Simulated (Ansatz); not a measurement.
**[PH2]− (phosphanide) at 6 levels**

Wanted: a comparison of 6 runs (r2SCAN/3-21G, BLYP/6-31G*, PBE0/6-31G*, revPBE/6-31G*, UMP2/3-21G, CCSDT(Q)/6-31G*) of [PH2]− (phosphanide). 

Program for the calculation: Ansatz 0.2.0.

2 further runs of the same task are left out: 2 that didn't finish.

## Step 1: The system as given

[PH2]− has 3 atoms, charge -1, and is taken as a singlet. SMILES: `[PH2-]`. The H2–P1 distance was set to 2.690 Å, away from the relaxed value. At this shape a bond of the SMILES string is far longer than usual.

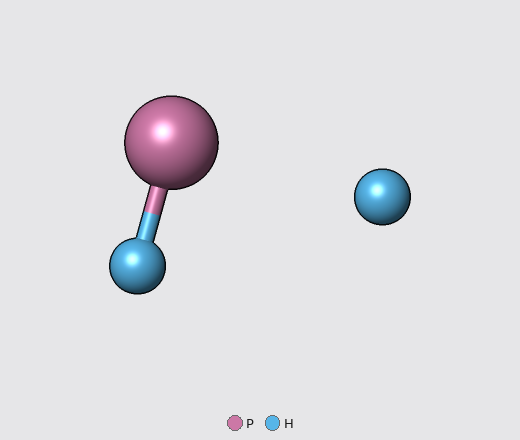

Viewed from a chosen angle; phosphorus pink, hydrogen blue.

## Step 2: The energy at r2SCAN/3-21G (run 1)

Contents of input.yaml:

```yaml
crystal:
  periodic: [false, false, false]
  atoms:
    - {symbol: P, position_ang: [0.892262, -1.577420, 0.324972]}
    - {symbol: H, position_ang: [0.105590, 0.990220, 0.165130]}
    - {symbol: H, position_ang: [-0.211158, -1.980490, -0.330258]}
basis:
  gaussian:
    orbitals: 3-21G.json
total_charge: -1
hamiltonian:
  xc: r2scan
accuracy: high
```

The basis set 3-21G is read from a file made from the Basis Set Exchange's data (not shown).

Started as:

```console
$ ansatz run input.yaml --threads 1 --pin off --max-ram 2610MiB --events-out events.jsonl --progress --plain --runs-dir runs
```

The program printed:

```text
Warning: RAYON_NUM_THREADS=1 ignored (pool sized by the plan → 1); use --threads N
Functional definition: r2SCAN
  name "r2SCAN"
  parameter k0 = 0.174
  parameter k1 = 0.065
  parameter a1 = 4.9479
  exchange = r2scan_x(k0 = k0, k1 = k1, a1 = a1)
  correlation = r2scan_c
317 factors; integrals over basis functions are off by at most 4.1e-9 eV
mean field evaluation 1: about -9266.5147 eV, gradient 1.8e1 eV
mean field evaluation 2: about -9254.8604 eV, gradient 3.7e1 eV
mean field evaluation 4: about -9268.4877 eV, gradient 5.2e0 eV
mean field evaluation 8: about -9268.6881 eV, gradient 6.2e-2 eV
mean field evaluation 16: about -9268.6800 eV, gradient 3.1e-6 eV
mean field -9268.68004114 eV, -340.6177089748 hartree, gradient 2.4e-8 eV, S^2 0.000000; 0 other end points of the search recorded, 0 dependent functions left out
reference -9268.68004152 eV, -340.6177089887 hartree; 9, 9 occupied and 8, 8 virtual orbitals, 317 factors
Total energy: -9268.68004152 eV, -340.6177089887 hartree
```

It took 1.4 s on 1 thread of Arm Neoverse V1, shared host; peak memory 0.1 GiB.

## Step 3: A single-point energy at BLYP/6-31G(d) (spherical functions) (run 2)

Contents of run.yaml:

```yaml
crystal:
  periodic: [false, false, false]
  atoms:
    - symbol: P
      position_ang: [0.892262, -1.577420, 0.324972]
    - symbol: H
      position_ang: [0.105590, 0.990220, 0.165130]
    - symbol: H
      position_ang: [-0.211158, -1.980490, -0.330258]
basis:
  gaussian:
    orbitals: 6-31G_st_-spherical.json
total_charge: -1
hamiltonian:
  xc: {name: BLYP}
accuracy: high
```

The basis set 6-31G* is read from a file made from the Basis Set Exchange's data (not shown).

Started as:

```console
$ ansatz run run.yaml --threads 1 --pin off --max-ram 2610MiB --events-out events.jsonl --progress --plain --runs-dir runs
```

The program printed:

```text
Warning: RAYON_NUM_THREADS=1 ignored (pool sized by the plan → 1); use --threads N
Functional definition: BLYP
  name "BLYP"
  parameter beta = 0.0042
  parameter a = 0.04918
  parameter b = 0.132
  parameter c = 0.2533
  parameter d = 0.349
  exchange = b88_x(beta = beta)
  correlation = lyp_c(a = a, b = b, c = c, d = d)
378 factors; integrals over basis functions are off by at most 3.4e-9 eV
mean field evaluation 1: about -9314.4052 eV, gradient 1.9e1 eV
mean field evaluation 2: about -9300.0663 eV, gradient 4.1e1 eV
mean field evaluation 4: about -9316.7444 eV, gradient 6.0e0 eV
mean field evaluation 8: about -9317.0106 eV, gradient 2.7e-1 eV
mean field evaluation 16: about -9317.0051 eV, gradient 1.2e-5 eV
mean field -9317.00506450 eV, -342.3936208276 hartree, gradient 4.2e-8 eV, S^2 0.000000; 0 other end points of the search recorded, 0 dependent functions left out
reference -9317.00510191 eV, -342.3936222022 hartree; 9, 9 occupied and 13, 13 virtual orbitals, 378 factors
Total energy: -9317.00510191 eV, -342.3936222022 hartree
```

Run time: 0.66 s. Hardware: 1 thread of Arm Neoverse V1, shared host.

Runs 3 to 4 aren't shown in full; the table further down has their settings and results.

## Step 4: The energy at UMP2/3-21G (run 5)

Contents of job.yaml:

```yaml
crystal:
  periodic: [false, false, false]
  atoms:
    - {symbol: P, position_ang: [0.892262, -1.577420, 0.324972]}
    - {symbol: H, position_ang: [0.105590, 0.990220, 0.165130]}
    - {symbol: H, position_ang: [-0.211158, -1.980490, -0.330258]}
basis:
  gaussian: {orbitals: 3-21G.json}
total_charge: -1
magnetization: {spin_polarized: true}
correlation: {method: mp2, frozen_orbitals: {H: 0, P: 5}}
accuracy: high
```

The basis set 3-21G is read from a file made from the Basis Set Exchange's data (not shown).

Started as:

```console
$ ansatz run job.yaml --threads 1 --pin off --max-ram 2610MiB --events-out events.jsonl --progress --plain --runs-dir runs
```

The program printed, cut to the lines that bear on the results:

```text
Warning: RAYON_NUM_THREADS=1 ignored (pool sized by the plan → 1); use --threads N
Functional definition: HF
  name "HF"
[...]
317 factors; integrals over basis functions are off by at most 4.1e-9 eV
[...]
mean field -9252.60925981 eV, -340.0271186543 hartree, gradient 1.0e-8 eV, S^2 0.809671; 12 other end points of the search recorded, 0 dependent functions left out
5 core orbitals not correlated: weight in the atoms' cores, before any rotation towards them, 1.000 or more for the frozen orbitals, at most 0.000 for the correlated occupied ones
reference -9252.60925981 eV, -340.0271186543 hartree; 4, 4 occupied and 8, 8 virtual orbitals, 317 factors
second order -1.14226516 eV of doubles, -0.00000000 eV of singles
Total energy: -9253.75152497 eV, -340.0690961245 hartree
```

Wall time 0.26 s (1 thread of Arm Neoverse V1, shared host).

## Step 5: The energy at CCSDT(Q)/6-31G(d) (spherical functions) (run 6)

Contents of job.yaml:

```yaml
crystal:
  periodic: [false, false, false]
  atoms:
    - {symbol: P, position_ang: [0.892262, -1.577420, 0.324972]}
    - {symbol: H, position_ang: [0.105590, 0.990220, 0.165130]}
    - {symbol: H, position_ang: [-0.211158, -1.980490, -0.330258]}
basis:
  gaussian:
    orbitals: 6-31G_st_-spherical.json
total_charge: -1
correlation:
  method: ccsdt_q
  frozen_orbitals: {H: 0, P: 5}
accuracy: high
scf:
  omitted_lower_state_checks: [cluster_reference, increment]
```

The basis set 6-31G* is read from a file made from the Basis Set Exchange's data (not shown).

Started as:

```console
$ ansatz run job.yaml --threads 1 --pin off --max-ram 2610MiB --events-out events.jsonl --progress --plain --runs-dir runs
```

The program printed:

```text
Warning: RAYON_NUM_THREADS=1 ignored (pool sized by the plan → 1); use --threads N
[... 11 lines left out ...]
5 core orbitals not correlated: weight in the atoms' cores, before any rotation towards them, 1.000 or more for the frozen orbitals, at most 0.000 for the correlated occupied ones
[... 31 lines left out ...]
Total energy: -9302.73042287 eV, -341.8690374231 hartree
Checks for a lower state left out: cluster_reference, increment
```

Wall time 0.77 s (1 thread of Arm Neoverse V1, shared host).

## Step 6: Overview of the runs

| run | level | frozen core orbitals | energy (Eh) | wall time |
| --- | --- | --- | --- | --- |
| 1 | r2SCAN/3-21G | – | -340.617709 | 1.4 s |
| 2 | BLYP/6-31G* (spherical functions) | – | -342.393622 | 0.66 s |
| 3 | PBE0/6-31G* (spherical functions) | – | -342.258611 | 0.66 s |
| 4 | revPBE/6-31G* (spherical functions) | – | -342.337658 | 0.7 s |
| 5 | UMP2/3-21G | 5 | -340.069096 | 0.26 s |
| 6 | CCSDT(Q)/6-31G* (spherical functions) | 5 | -341.869037 | 0.77 s |

## Step 7: Results

| quantity | value |
| --- | --- |
| run 6: total energy | -341.86904 Eh |
| run 6: correlation energy (5 core orbitals frozen) | -155.4 mEh |
| run 6: T1 diagnostic | 0.060 |

In words: Totals of different functionals can't be ranked against each other. In run 6 the log says that unrestricted orbitals would lower the reference, so the values rest on an unstable closed-shell determinant (other closed-shell runs at this shape may share the fault). Spin contamination of the reference: run 5 ⟨S²⟩ = 0.81. Where it is this large, the reference is a mixture of spin states, and values that rest on it are in doubt. All runs together took 4.5 s, the longest 1.4 s.
